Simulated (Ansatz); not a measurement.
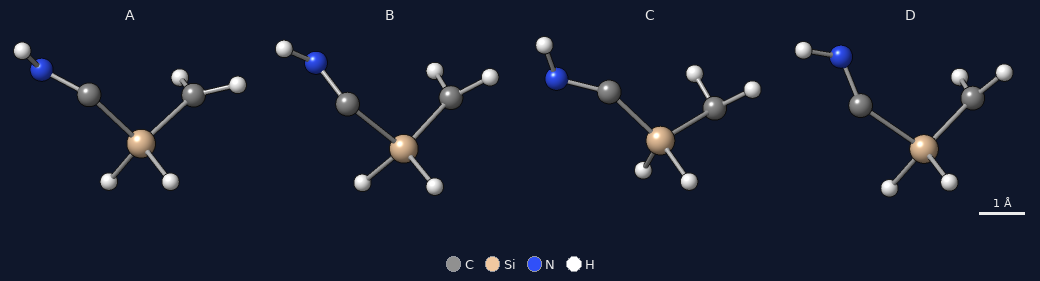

4 geometries from one relaxation of C2H5NSi, in shuffled order. The picture is a ball-and-stick view, seen at a tilt.

The run prepares an end point of a later path (hydrogen shift) calculation, from a guessed geometry.

The calculation used UKS B3LYP/cc-pVDZ in Ansatz. Settings: collinear spin; force threshold 0.02 eV/Å; at most 50 steps.

**Put them in the order of the run, from the start to the converged end.**

C, A, B, D. They are steps 0, 3, 5, 12, at +152.7 kJ/mol, +30.7 kJ/mol, +13.3 kJ/mol relative to the last. Over 12 geometry steps the energy falls by 152.7 kJ/mol. Largest force component: 2.6 eV/Å at the start, 0.007 eV/Å at the end. The atom that moves furthest after the best rigid fit is the N atom (0.75 Å). By element the largest moves are N 0.75 Å, H 0.52 Å, C 0.38 Å, Si 0.32 Å. Some distances before and after: C–Si 1.776 → 1.962 Å, C–Si 1.893 → 1.794 Å, H–Si 1.440 → 1.492 Å, C–N 1.235 → 1.217 Å. Bond angles that change, for instance: C–Si–H 79.1° → 115.9°, C–Si–H 118.3° → 100.9°, C–Si–H 115.0° → 100.9°. The run took 31 s on 2 threads of Intel(R) Xeon(R) 6975P-C (Granite Rapids), on a shared host, peak memory 0.26 GiB.
